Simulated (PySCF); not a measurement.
System: C12H20 (SMILES CC[C@]12C[C@H]3C[C@H](C[C@H](C3)C1)C2).

```yaml
atoms:
  - { symbol: C, position_ang: [3.4832, -0.9090, -0.5148] }
  - { symbol: C, position_ang: [2.7314, 0.2511, 0.1203] }
  - { symbol: C, position_ang: [1.2011, 0.2172, 0.0270] }
  - { symbol: C, position_ang: [0.7178, 0.2044, -1.4327] }
  - { symbol: C, position_ang: [-0.8121, 0.2212, -1.4993] }
  - { symbol: C, position_ang: [-1.3642, -1.0140, -0.7816] }
  - { symbol: C, position_ang: [-0.9156, -0.9983, 0.6826] }
  - { symbol: C, position_ang: [-1.4450, 0.2665, 1.3637] }
  - { symbol: C, position_ang: [-0.8924, 1.5006, 0.6460] }
  - { symbol: C, position_ang: [-1.3422, 1.4853, -0.8174] }
  - { symbol: C, position_ang: [0.6361, 1.4775, 0.7051] }
  - { symbol: C, position_ang: [0.6147, -1.0112, 0.7433] }
  - { symbol: H, position_ang: [4.5689, -0.7830, -0.3891] }
  - { symbol: H, position_ang: [3.2879, -0.9864, -1.5954] }
  - { symbol: H, position_ang: [3.2136, -1.8748, -0.0603] }
  - { symbol: H, position_ang: [3.0018, 0.3162, 1.1897] }
  - { symbol: H, position_ang: [3.0771, 1.1979, -0.3324] }
  - { symbol: H, position_ang: [1.0988, -0.6924, -1.9490] }
  - { symbol: H, position_ang: [1.1317, 1.0794, -1.9646] }
  - { symbol: H, position_ang: [-1.1314, 0.2085, -2.5551] }
  - { symbol: H, position_ang: [-1.0056, -1.9320, -1.2778] }
  - { symbol: H, position_ang: [-2.4659, -1.0262, -0.8406] }
  - { symbol: H, position_ang: [-1.3088, -1.8897, 1.1994] }
  - { symbol: H, position_ang: [-2.5482, 0.2762, 1.3440] }
  - { symbol: H, position_ang: [-1.1440, 0.2792, 2.4252] }
  - { symbol: H, position_ang: [-1.2649, 2.4143, 1.1387] }
  - { symbol: H, position_ang: [-0.9674, 2.3827, -1.3386] }
  - { symbol: H, position_ang: [-2.4436, 1.5154, -0.8769] }
  - { symbol: H, position_ang: [1.0477, 2.3745, 0.2099] }
  - { symbol: H, position_ang: [0.9755, 1.5104, 1.7553] }
  - { symbol: H, position_ang: [0.9535, -1.0197, 1.7945] }
  - { symbol: H, position_ang: [0.9936, -1.9369, 0.2787] }
```

Geometry: PBE0-D3(BJ)/def2-SVP.

Method: PySCF, CAM-B3LYP/def2-SVPD, SCF density, gas phase.

Q: What can the converged electron density and electron localisation function tell about the bonding?

A: C–C (1.52 Å): the density is about 1.7 e/Å³ at the midpoint; the ELF peaks at about 0.95 between the atoms; a covalent bond.
C–H (1.10 Å): the density is about 1.9 e/Å³ at the midpoint; the ELF climbs to about 1 towards the hydrogen, as it does in any bond to H: an ordinary covalent bond to hydrogen.

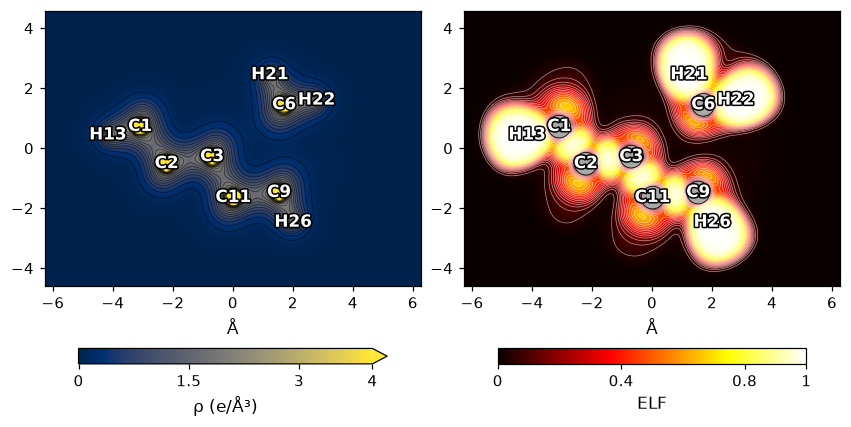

Computed electron density and electron localisation function on the plane of atoms C11, C9 and H26, in this order. Grey discs cover the atomic cores in the ELF map. 
